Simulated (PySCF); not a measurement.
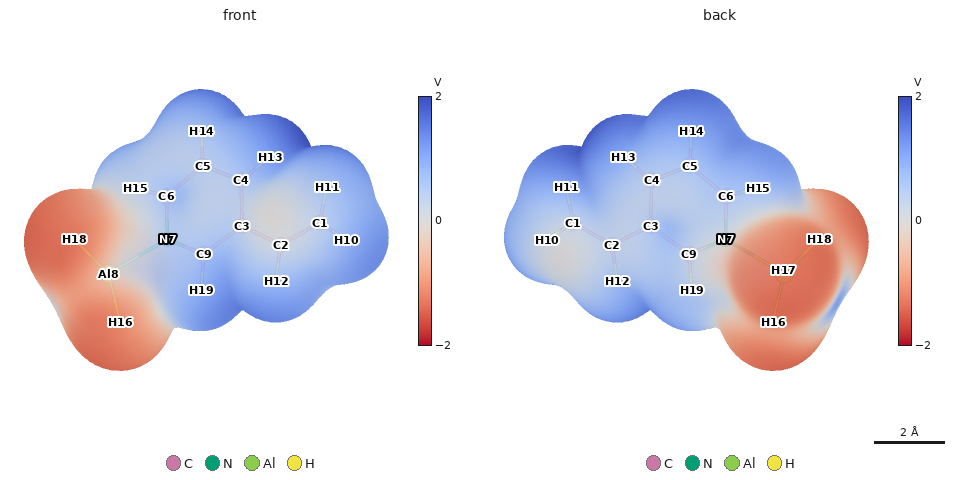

C7H10AlN. The molecular electrostatic potential painted on the density surface at 0.002 e/bohr³, seen from the front and from behind; the colour scale runs from red (negative) to blue (positive).

Geometry: GFN2-xTB.

The calculation used PySCF, PBE0/pcSseg-1, SCF density, gas phase, non-relativistic.

```yaml
atoms:
  - { symbol: C, position_ang: [3.3573, -1.0097, 0.0248] }
  - { symbol: C, position_ang: [2.0596, -1.2668, 0.1356] }
  - { symbol: C, position_ang: [0.9755, -0.3036, -0.0074] }
  - { symbol: C, position_ang: [1.1628, 1.0543, -0.2806] }
  - { symbol: C, position_ang: [0.0659, 1.8921, -0.3962] }
  - { symbol: C, position_ang: [-1.1983, 1.3556, -0.2354] }
  - { symbol: N, position_ang: [-1.3819, 0.0707, 0.0234] }
  - { symbol: Al, position_ang: [-3.3081, -0.3595, 0.2877] }
  - { symbol: C, position_ang: [-0.3448, -0.7369, 0.1345] }
  - { symbol: H, position_ang: [4.0900, -1.7883, 0.1458] }
  - { symbol: H, position_ang: [3.7451, -0.0284, -0.1883] }
  - { symbol: H, position_ang: [1.7339, -2.2756, 0.3524] }
  - { symbol: H, position_ang: [2.1582, 1.4531, -0.3979] }
  - { symbol: H, position_ang: [0.1926, 2.9428, -0.6042] }
  - { symbol: H, position_ang: [-2.1099, 1.9359, -0.3056] }
  - { symbol: H, position_ang: [-3.1919, -1.9027, 0.5675] }
  - { symbol: H, position_ang: [-3.8478, 0.1292, -1.1114] }
  - { symbol: H, position_ang: [-3.5780, 0.6160, 1.4997] }
  - { symbol: H, position_ang: [-0.5898, -1.7690, 0.3483] }
```

> Which sites attract a positive test charge, and which a negative one?

A positive charge is drawn to the negative regions and a negative charge to the positive ones. The most negative region (about −1.4 V) lies over H17 and H18, the most positive (about +1.9 V) over H11 and H13.

> How polar is the molecule by this calculation?

Its dipole moment is 7.37 D.
